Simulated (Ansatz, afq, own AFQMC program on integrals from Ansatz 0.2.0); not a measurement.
# TiCl (doublet): AFQMC on the coupled-cluster ladder at distance Ti1–Cl2 = 1.734 Å, def2-SVP

Aim: compute TiCl (doublet) with auxiliary-field quantum Monte Carlo on the same integrals as coupled cluster, and set the energies side by side.

The runs use Ansatz 0.2.0, Gaussian basis, and an in-house AFQMC program (afq) on its integrals; all values are calculated; def2-SVP, frozen cores.

The runs, in order: PBE (unrestricted); r2SCAN (unrestricted); PBE0 (unrestricted); B3LYP (unrestricted); wB97M-V (unrestricted); B2PLYP (unrestricted); CCSD(T) on UHF; CCSDT(Q) on UHF; Phaseless AFQMC, CISD trial on UHF.

5 further runs of the same task are left out: 1 for a known fault of the program, 4 that didn't finish. Runs told in other sessions of the task aren't counted.

## Step 1: The system

The geometry derives from a PBE0/def2-TZVP stationary point (not a proven minimum). One bond is set to the value named and the two fragments are kept rigid.

2 atoms, charge 0, spin multiplicity 2.

Atoms are counted from 1 here; the program's logs count them from 0.

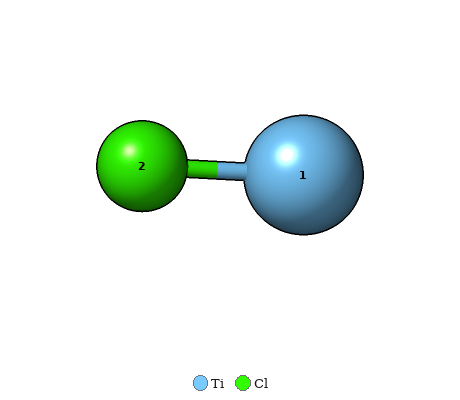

The structure; titanium blue, chlorine green; atoms are numbered from 1 in the order of the file.

## Step 2: PBE (unrestricted)

The input, in.yaml:

```yaml
crystal:
  periodic: [false, false, false]
  atoms:
    - {symbol: Ti, position_ang: [0.000000, 0.000000, 0.000000]}
    - {symbol: Cl, position_ang: [0.000000, 0.000000, 1.734000]}
basis:
  gaussian: {orbitals: def2-SVP}
magnetization: {spin_polarized: true, initial_magnetization: 1}
hamiltonian: {xc: {name: PBE}}
output: {orbitals: {seedname: orbitals}}
```

Launch:

```sh
> ansatz run in.yaml --threads 1 --pin off --events-out ev --progress --plain --max-ram 1382MiB
```

What it wrote:

```text
Functional definition: PBE
  name "PBE"
  cite "Perdew, Burke & Ernzerhof, Phys. Rev. Lett. 77, 3865 (1996) doi:10.1103/PhysRevLett.77.3865"
  parent pbe
  parameter kappa = 0.804
  parameter beta = 0.06672455060314922
  exchange = pbe_x(kappa = kappa, mu = beta*pi^2/3)
  correlation = pbe_c(beta = beta)
575 factors; their error is unknown
mean field evaluation 1: about -35592.5387 eV, gradient 6.4e1 eV
mean field evaluation 2: about -35537.5957 eV, gradient 1.1e2 eV
mean field evaluation 4: about -35601.8974 eV, gradient 4.4e1 eV
mean field evaluation 8: about -35615.7100 eV, gradient 5.4e-1 eV
mean field evaluation 16: about -35615.6809 eV, gradient 7.1e-3 eV
mean field evaluation 32: about -35615.6512 eV, gradient 2.3e0 eV
mean field evaluation 64: about -35614.6410 eV, gradient 6.3e0 eV
mean field evaluation 96: about -35615.0612 eV, gradient 5.8e-1 eV
mean field evaluation 128: about -35613.7566 eV, gradient 9.8e0 eV
mean field evaluation 160: about -35614.5396 eV, gradient 7.1e-1 eV
mean field evaluation 192: about -35615.6592 eV, gradient 2.5e0 eV
mean field -35615.68385790 eV, -1308.8522406003 hartree, gradient 2.2e-6 eV, S^2 0.856494; 13 other end points of the search recorded, 0 dependent functions left out
reference -35615.68389757 eV, -1308.8522420580 hartree; 20, 19 occupied and 29, 30 virtual orbitals, 575 factors
Total energy: -35615.68389757 eV, -1308.8522420580 hartree
```

It took 7 s on 1 thread of AMD EPYC 9R45 (Zen 5), shared host.

From the report: ⟨S²⟩ of the determinant 0.856 (pure doublet: 0.75).

## Step 3: r2SCAN (unrestricted)

in.yaml: that of step 2 with these lines changed.

```diff
@@ -8,3 +8,2 @@
 magnetization: {spin_polarized: true, initial_magnetization: 1}
-hamiltonian: {xc: {name: PBE}}
-output: {orbitals: {seedname: orbitals}}
+hamiltonian: {xc: {name: r2SCAN}}
```

Same command.

What it wrote (excerpt; [...] marks lines left out):

```text
Functional definition: r2SCAN
  name "r2SCAN"
  cite "Furness, Kaplan, Ning, Perdew & Sun, J. Phys. Chem. Lett. 11, 8208 (2020) doi:10.1021/acs.jpclett.0c02405"
  cite "Furness, Kaplan, Ning, Perdew & Sun, J. Phys. Chem. Lett. 11, 9248 (2020) doi:10.1021/acs.jpclett.0c03077"
  parent r2scan
[...]
575 factors; their error is unknown
[...]
mean field -35625.17967333 eV, -1309.2012053808 hartree, gradient 7.4e-6 eV, S^2 1.089242; 9 other end points of the search recorded, 0 dependent functions left out
reference -35625.17971068 eV, -1309.2012067532 hartree; 20, 19 occupied and 29, 30 virtual orbitals, 575 factors
Total energy: -35625.17971068 eV, -1309.2012067532 hartree
```

It took 16 s on 1 thread of AMD EPYC 9R45 (Zen 5), shared host.

From the report: ⟨S²⟩ of the determinant 1.089 (pure doublet: 0.75).

## Step 4: PBE0 (unrestricted)

in.yaml: that of step 3 with these lines changed.

```diff
@@ -8,2 +8,3 @@
 magnetization: {spin_polarized: true, initial_magnetization: 1}
-hamiltonian: {xc: {name: r2SCAN}}
+hamiltonian: {xc: {name: PBE0}}
+output: {orbitals: {seedname: orbitals}}
```

Launched as before.

What it wrote (excerpt; [...] marks lines left out):

```text
Functional definition: PBE0
  name "PBE0"
  cite "Adamo & Barone, J. Chem. Phys. 110, 6158 (1999) doi:10.1063/1.478522"
  cite "Perdew, Burke & Ernzerhof, Phys. Rev. Lett. 77, 3865 (1996) doi:10.1103/PhysRevLett.77.3865"
  parent pbe
[...]
510 factors; integrals over basis functions are off by at most 1.1e-3 eV
[...]
mean field -35617.29035387 eV, -1308.9112782382 hartree, gradient 2.7e-6 eV, S^2 0.798776; 2 other end points of the search recorded, 0 dependent functions left out
reference -35617.29038629 eV, -1308.9112794295 hartree; 20, 19 occupied and 29, 30 virtual orbitals, 510 factors
Total energy: -35617.29038629 eV, -1308.9112794295 hartree
```

Wall time 1.9 s (1 thread of AMD EPYC 9R45 (Zen 5), shared host).

From the report: ⟨S²⟩ of the determinant 0.799 (pure doublet: 0.75).

## Step 5: B3LYP (unrestricted)

in.yaml: that of step 4 with these lines changed.

```diff
@@ -8,3 +8,2 @@
 magnetization: {spin_polarized: true, initial_magnetization: 1}
-hamiltonian: {xc: {name: PBE0}}
-output: {orbitals: {seedname: orbitals}}
+hamiltonian: {xc: {name: B3LYP}}
```

Launched as before.

What it wrote (excerpt; [...] marks lines left out):

```text
Functional definition: B3LYP
  name "B3LYP"
  cite "Stephens, Devlin, Chabalowski & Frisch, J. Phys. Chem. 98, 11623 (1994) doi:10.1021/j100096a001"
  cite "Becke, Phys. Rev. A 38, 3098 (1988) doi:10.1103/PhysRevA.38.3098"
  cite "Lee, Yang & Parr, Phys. Rev. B 37, 785 (1988) doi:10.1103/PhysRevB.37.785"
  cite "Vosko, Wilk & Nusair, Can. J. Phys. 58, 1200 (1980) doi:10.1139/p80-159"
[...]
510 factors; integrals over basis functions are off by at most 1.1e-3 eV
[...]
mean field -35627.72390465 eV, -1309.2947041573 hartree, gradient 2.4e-6 eV, S^2 0.776987; 2 other end points of the search recorded, 0 dependent functions left out
reference -35627.72408763 eV, -1309.2947108817 hartree; 20, 19 occupied and 29, 30 virtual orbitals, 510 factors
Total energy: -35627.72408763 eV, -1309.2947108817 hartree
```

Run time: 1.7 s. Hardware: 1 thread of AMD EPYC 9R45 (Zen 5), shared host.

From the report: ⟨S²⟩ of the determinant 0.777 (pure doublet: 0.75).

## Step 6: wB97M-V (unrestricted)

in.yaml: that of step 5 with these lines changed.

```diff
@@ -8,2 +8,3 @@
 magnetization: {spin_polarized: true, initial_magnetization: 1}
-hamiltonian: {xc: {name: B3LYP}}
+hamiltonian: {xc: {name: wB97M-V}}
+output: {orbitals: {seedname: orbitals}}
```

Launched as before.

What it wrote (excerpt; [...] marks lines left out):

```text
Functional definition: wB97M-V
  name "wB97M-V"
  cite "Mardirossian & Head-Gordon, J. Chem. Phys. 144, 214110 (2016) doi:10.1063/1.4952647"
  cite "Becke, J. Chem. Phys. 107, 8554 (1997) doi:10.1063/1.475007"
  cite "Vydrov & Van Voorhis, J. Chem. Phys. 133, 244103 (2010) doi:10.1063/1.3521275"
  # Of w^i u^j: cxij and so on, Table III.
[...]
  gx(w, u) = 1 - cx + cx01*u + cx10*w
  gss(w, u) = css00 + css04*u^4 + css10*w + css20*w^2 + css43*w^4*u^3
  gos(w, u) = cos00 + cos10*w + (cos20 + cos21*u)*w^2 + (cos60 + cos61*u)*w^6
[...]
      + integral(e_c_pw_mod_opposite_spin*gos(b97_w_opposite, b97_u_opposite)) + vv10(b, c)
510 factors; integrals over basis functions are off by at most 1.1e-3 eV
95 factors; integrals over basis functions are off by at most 3.1e-4 eV
[...]
mean field -35624.89784153 eV, -1309.1908482533 hartree, gradient 1.4e-5 eV, S^2 0.767216; 2 other end points of the search recorded, 0 dependent functions left out
reference -35624.89788754 eV, -1309.1908499440 hartree; 20, 19 occupied and 29, 30 virtual orbitals, 510 factors
Total energy: -35624.89788754 eV, -1309.1908499440 hartree
```

It took 6 s on 1 thread of AMD EPYC 9R45 (Zen 5), shared host; peak memory 0.28 GiB.

From the report: ⟨S²⟩ of the determinant 0.767 (pure doublet: 0.75).

## Step 7: B2PLYP (unrestricted)

in.yaml: that of step 6 with these lines changed.

```diff
@@ -8,3 +8,3 @@
 magnetization: {spin_polarized: true, initial_magnetization: 1}
-hamiltonian: {xc: {name: wB97M-V}}
-output: {orbitals: {seedname: orbitals}}
+hamiltonian: {xc: {name: B2PLYP}}
+correlation: {electrons: outside_noble_gas}
```

The command is unchanged.

What it wrote (excerpt; [...] marks lines left out):

```text
Functional definition: B2PLYP
  name "B2PLYP"
  cite "Grimme, J. Chem. Phys. 124, 034108 (2006) doi:10.1063/1.2148954"
  cite "Becke, Phys. Rev. A 38, 3098 (1988) doi:10.1103/PhysRevA.38.3098"
  cite "Lee, Yang & Parr, Phys. Rev. B 37, 785 (1988) doi:10.1103/PhysRevB.37.785"
[...]
510 factors; integrals over basis functions are off by at most 1.1e-3 eV
[...]
mean field -35613.82313861 eV, -1308.7838604276 hartree, gradient 3.0e-6 eV, S^2 0.958973; 6 other end points of the search recorded, 0 dependent functions left out
14 core orbitals not correlated: weight in the atoms' cores, before any rotation towards them, 0.978 or more for the frozen orbitals, at most 0.017 for the correlated occupied ones
reference -35613.82325236 eV, -1308.7838646079 hartree; 6, 5 occupied and 29, 30 virtual orbitals, 510 factors
second order -7.22038429 eV of doubles, -0.00000000 eV of singles
Total energy: -35615.77275612 eV, -1308.8555075496 hartree
```

Wall time 3 s (1 thread of AMD EPYC 9R45 (Zen 5), shared host).

From the report: ⟨S²⟩ of the determinant 0.959 (pure doublet: 0.75).

## Step 8: CCSD(T) on UHF

in.yaml: that of step 7 with these lines changed.

```diff
@@ -8,3 +8,2 @@
 magnetization: {spin_polarized: true, initial_magnetization: 1}
-hamiltonian: {xc: {name: B2PLYP}}
-correlation: {electrons: outside_noble_gas}
+correlation: {method: ccsd_t, electrons: outside_noble_gas, hamiltonian_folder: ham}
```

Same command.

What it wrote (excerpt; [...] marks lines left out):

```text
Functional definition: HF
  name "HF"
  cite "Fock, Z. Phys. 61, 126 (1930) doi:10.1007/BF01340294"
  parent pbe
[...]
510 factors; integrals over basis functions are off by at most 1.1e-3 eV
[...]
mean field -35580.03185381 eV, -1307.5420536157 hartree, gradient 1.7e-6 eV, S^2 1.407208; 36 other end points of the search recorded, 0 dependent functions left out
determinant -35580.03185381 eV, -1307.5420536157 hartree, with singles and doubles -35585.92463893 eV, -1307.7586094748 hartree
determinant -35579.61606690 eV, -1307.5267737286 hartree, with singles and doubles -35585.90369495 eV, -1307.7578397975 hartree
determinant -35579.36419717 eV, -1307.5175176868 hartree, with singles and doubles -35585.01494251 eV, -1307.7251787479 hartree
determinant -35579.17966969 eV, -1307.5107364271 hartree, with singles and doubles -35584.80856509 eV, -1307.7175945174 hartree
[...]
determinant -35580.03185381 eV, -1307.5420536157 hartree, with singles and doubles -35585.96865790 eV, -1307.7602271420 hartree
determinant -35579.61606690 eV, -1307.5267737286 hartree, with singles and doubles -35585.93094360 eV, -1307.7588411669 hartree
determinant -35579.60995951 eV, -1307.5265492861 hartree, with singles and doubles -35585.94030780 eV, -1307.7591852951 hartree
determinant -35579.60995951 eV, -1307.5265492861 hartree, with singles and doubles -35585.95457317 eV, -1307.7597095378 hartree
14 core orbitals not correlated: weight in the atoms' cores, before any rotation towards them, 0.973 or more for the frozen orbitals, at most 0.021 for the correlated occupied ones
reference -35580.03185381 eV, -1307.5420536157 hartree; 6, 5 occupied and 29, 30 virtual orbitals, 510 factors
second order -5.15266348 eV of doubles, -0.00000000 eV of singles
cycle   1  -5.93680534 eV  change   -1.3e-6 eV  update   4.3e-6
perturbative correction -0.26340359 eV, -0.0096799036 hartree
Total energy: -35586.23206275 eV, -1307.7699070916 hartree
```

Run time: 12 s. Hardware: 1 thread of AMD EPYC 9R45 (Zen 5), shared host.

From the report: ⟨S²⟩ of the determinant 1.407 (pure doublet: 0.75); correlation -6.2002 eV; T1 0.083; largest double amplitude 0.12. The determinant of CCSD(T) (⟨S²⟩ 1.41) is far from a pure spin state, so its energy mixes those of several spin states; high orders of coupled cluster remove much of that, low ones don't.

This run also writes the integrals to the folder ham.

## Step 9: CCSDT(Q) on UHF

in.yaml: that of step 8 with these lines changed.

```diff
@@ -8,2 +8,2 @@
 magnetization: {spin_polarized: true, initial_magnetization: 1}
-correlation: {method: ccsd_t, electrons: outside_noble_gas, hamiltonian_folder: ham}
+correlation: {method: ccsdt_q, electrons: outside_noble_gas}
```

Launched as before.

What it wrote (excerpt; [...] marks lines left out):

```text
Functional definition: HF
  name "HF"
  cite "Fock, Z. Phys. 61, 126 (1930) doi:10.1007/BF01340294"
  parent pbe
[...]
885 factors; integrals over basis functions are off by at most 1.2e-7 eV
[...]
mean field -35580.03198797 eV, -1307.5420585459 hartree, gradient 3.0e-6 eV, S^2 1.407211; 37 other end points of the search recorded, 0 dependent functions left out
determinant -35580.03198797 eV, -1307.5420585459 hartree, with singles and doubles -35585.92483761 eV, -1307.7586167760 hartree
determinant -35579.61619541 eV, -1307.5267784512 hartree, with singles and doubles -35585.90389572 eV, -1307.7578471759 hartree
determinant -35579.36433823 eV, -1307.5175228706 hartree, with singles and doubles -35585.01511634 eV, -1307.7251851358 hartree
determinant -35579.17981199 eV, -1307.5107416565 hartree, with singles and doubles -35584.80872476 eV, -1307.7176003852 hartree
[...]
determinant -35579.61619541 eV, -1307.5267784512 hartree, with singles and doubles -35585.93114073 eV, -1307.7588484112 hartree
determinant -35579.61008780 eV, -1307.5265540007 hartree, with singles and doubles -35585.94050976 eV, -1307.7591927168 hartree
determinant -35579.61008780 eV, -1307.5265540007 hartree, with singles and doubles -35585.95477050 eV, -1307.7597167894 hartree
14 core orbitals not correlated: weight in the atoms' cores, before any rotation towards them, 0.973 or more for the frozen orbitals, at most 0.021 for the correlated occupied ones
reference -35580.03198797 eV, -1307.5420585459 hartree; 6, 5 occupied and 29, 30 virtual orbitals, 885 factors
second order -5.15270399 eV of doubles, -0.00000000 eV of singles
cycle   1  -5.43981268 eV  change   -2.9e-1 eV  update   1.0e-1
[...]
cycle  36  -6.24739967 eV  change    1.1e-7 eV  update   5.2e-7
perturbative correction -0.02553802 eV, -0.0009385048 hartree
Total energy: -35586.30492565 eV, -1307.7725847540 hartree
```

Wall time 28 s (1 thread of AMD EPYC 9R45 (Zen 5), shared host); peak memory 0.26 GiB.

From the report: ⟨S²⟩ of the determinant 1.407 (pure doublet: 0.75); correlation -6.2729 eV; T1 0.097; largest double amplitude 0.16. The determinant of CCSDT(Q) (⟨S²⟩ 1.41) is far from a pure spin state, so its energy mixes those of several spin states; high orders of coupled cluster remove much of that, low ones don't.

## Step 10: Phaseless AFQMC, CISD trial on UHF

It reads the integrals that the CCSD(T) run on this determinant wrote.

Launch:

```sh
> afq ham --method phaseless --trial cisd --walkers 60 --populations 1 --least-time 40 --time-step 0.005 --steps-per-block 50 --equilibration-blocks 40 --max-blocks 300 --target-error 0.0004 --factor-cut 1e-05 --start spin_pure --seed 7325 --release-times 0.24,0.6,1.2,2,3,4.2 --release-step 0.04 --release-every 4 --taylor-order 6
```

What it wrote:

```text
orbitals 35  electrons 6 5  factors 307 of 510
reference energy -1307.54205362 Eh
CCSD correlation -0.21817296 Eh in 21 cycles, weight of the determinant in the CISD state 0.7391
energy of the start -1307.717281 Eh
 block  time / (1/Eh)  mean weight  energy / Eh
     1     0.250  1.0015  -1307.733493
     2     0.500  1.0001  -1307.743529
     3     0.750  1.0002  -1307.748496
     4     1.000  1.0001  -1307.754533
     5     1.250  1.0000  -1307.758589
     6     1.500  0.9986  -1307.763082
     7     1.750  1.0002  -1307.770670
     8     2.000  0.9998  -1307.777747
     9     2.250  1.0009  -1307.775448
    10     2.500  1.0002  -1307.769810
    17     4.250  0.9988  -1307.766686
    25     6.250  1.0008  -1307.758872
    33     8.250  1.0007  -1307.775083
    41    10.250  0.9981  -1307.772773
    49    12.250  1.0026  -1307.787238
    57    14.250  0.9994  -1307.763569
    65    16.250  0.9983  -1307.769938
    73    18.250  1.0013  -1307.768915
    81    20.250  1.0002  -1307.770617
    89    22.250  0.9999  -1307.767449
    97    24.250  0.9987  -1307.770567
   105    26.250  0.9979  -1307.776070
   113    28.250  1.0023  -1307.775449
   121    30.250  0.9948  -1307.830676
   129    32.250  0.9994  -1307.781210
   137    34.250  0.9984  -1307.766206
   145    36.250  1.0003  -1307.781529
   153    38.250  1.0020  -1307.754363
   161    40.250  1.0002  -1307.772012
   169    42.250  0.9993  -1307.767741
   177    44.250  1.0013  -1307.787195
   185    46.250  1.0003  -1307.776021
   193    48.250  0.9968  -1307.769435
   201    50.250  1.0021  -1307.771807
   209    52.250  1.0011  -1307.765039
   217    54.250  1.0018  -1307.773064
   225    56.250  1.0020  -1307.762980
   233    58.250  0.9992  -1307.772319
   241    60.250  1.0013  -1307.770375
   249    62.250  0.9976  -1307.773375
   257    64.250  0.9986  -1307.779121
   265    66.250  0.9994  -1307.775362
   273    68.250  0.9990  -1307.774048
   281    70.250  1.0017  -1307.773680
   289    72.250  0.9995  -1307.771056
   297    74.250  1.0005  -1307.785333
   305    76.250  0.9993  -1307.766565
   313    78.250  1.0006  -1307.766006
   321    80.250  0.9997  -1307.766371
   329    82.250  1.0004  -1307.775931
   337    84.250  0.9991  -1307.778209
blocks merged  error / Eh  count
     1  0.000484  300
     2  0.000569  150
     4  0.000639  75
     8  0.000730  37
    16  0.000802  18
    32  0.000668  9
released: time / (1/Eh)  energy / Eh  error  mean overlap
  0.24  -1307.772661  0.000952  1.0146
  0.60  -1307.773522  0.000996  1.0099
  1.20  -1307.771997  0.001022  1.0113
  2.00  -1307.771102  0.001124  1.0221
  3.00  -1307.771657  0.002299  1.0239
  4.20  -1307.774600  0.002415  1.0241
energy -1307.772698 +/- 0.000802 Eh
```

Wall time 4 min (1 thread of AMD EPYC 9R45 (Zen 5), shared host).

Energy -35586.3080 ± 0.0218 eV. Caveats: constraint bias not in the error; error above the target.

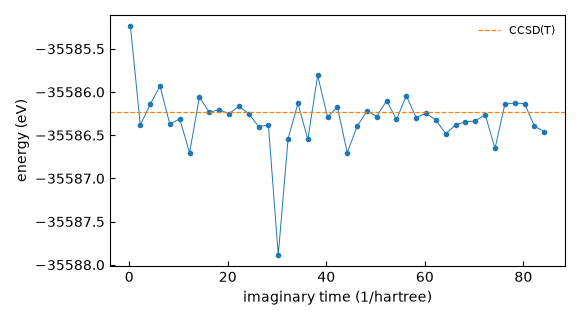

Block energies along the walk.

## Step 11: All levels side by side

On the UHF determinant, counted from CCSDT(Q) (a yardstick, not exact):

```
                                              level  energy (eV)  from CCSDT(Q) (kJ/mol)  statistical error (kJ/mol)   time
                                                 HF  -35580.0319                  +605.3                                   
                                                MP2  -35585.1845                  +108.1                                   
                                               CCSD  -35585.9687                   +32.4                                   
                                            CCSD(T)  -35586.2321                    +7.0                                   
                                           CCSDT(Q)  -35586.3049                     0.0                                   
Phaseless AFQMC, CISD trial, step 0.005, 60 walkers  -35586.3080                    -0.3                         2.1  4 min
```

The functionals' totals stand on their own zeros and serve differences with other points: PBE -35615.684 eV; r2SCAN -35625.180 eV; PBE0 -35617.290 eV; B3LYP -35627.724 eV; wB97M-V -35624.898 eV; B2PLYP -35615.773 eV.

## Step 12: Summary of results

| quantity | value |
| --- | --- |
| CCSD(T) on UHF from CCSDT(Q) | +7.0 kJ/mol |
| Phaseless AFQMC, CISD trial on UHF from CCSDT(Q) | -0.3 ± 2.1 kJ/mol |

On UHF the phaseless walk with the CISD trial lies -0.3 kJ/mol from CCSDT(Q), within three error bars. Error bars are statistical and leave out the constraint, the time step and what remains of the start.
